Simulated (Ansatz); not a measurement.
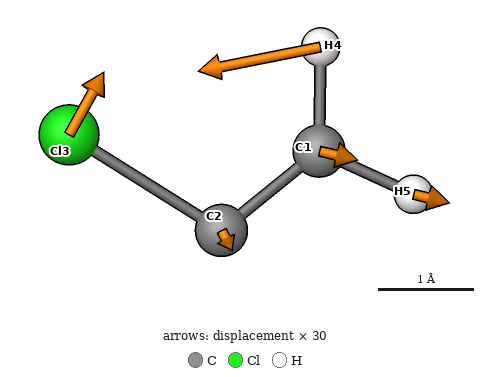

A relaxation of C$_{2}$H$_{2}$Cl (charge −1). The starting structure is drawn; orange arrows show the displacements, magnified 30 times. The two geometries are superimposed by the best rigid fit.

A ball-and-stick model, seen face on.

Method: Ansatz 0.2.0, RKS PBE0-D4/def2-TZVPD.

The input:
```yaml
crystal:
  periodic: [false, false, false]
  atoms:
    - {symbol: C, position_ang: [0.491670, -0.143470, 0.140010]}
    - {symbol: C, position_ang: [-0.778720, -0.519390, 0.265670]}
    - {symbol: Cl, position_ang: [-1.875180, 0.723340, -0.650030]}
    - {symbol: H, position_ang: [0.927690, 0.719260, -0.382410]}
    - {symbol: H, position_ang: [1.234530, -0.779740, 0.626770]}
basis:
  gaussian: {orbitals: def2-TZVPD}
total_charge: -1
hamiltonian: {xc: pbe0, dispersion: d4}
relax: {f_tol: 0.005, max_steps: 200}
```

Launched with:
```bash
ansatz run in.yaml --threads 2 --pin off --events-out ev --progress --plain --max-ram 4352MiB
```

Atoms of which element are displaced furthest, and by how much?

Answer. Hydrogen: up to 0.044 Å, against 0.026 Å for chlorine.

What happened in the run?

Answer. After 4 geometry steps the energy has fallen by 0.011 eV. Largest force component: 0.8 eV/Å at the start, 0.0021 eV/Å at the end. The largest move after the best rigid fit is that of H4, 0.044 Å. By element the largest moves are H 0.044 Å, Cl 0.026 Å, C 0.014 Å. Near-neighbour distances that change, for instance: C1–C2 1.331 → 1.341 Å, C2–Cl3 1.893 → 1.902 Å, C1–H4 1.099 → 1.094 Å. Bond angles that change, for instance: C2–C1–H4 130.2° → 127.1°, H4–C1–H5 113.5° → 116.5°.
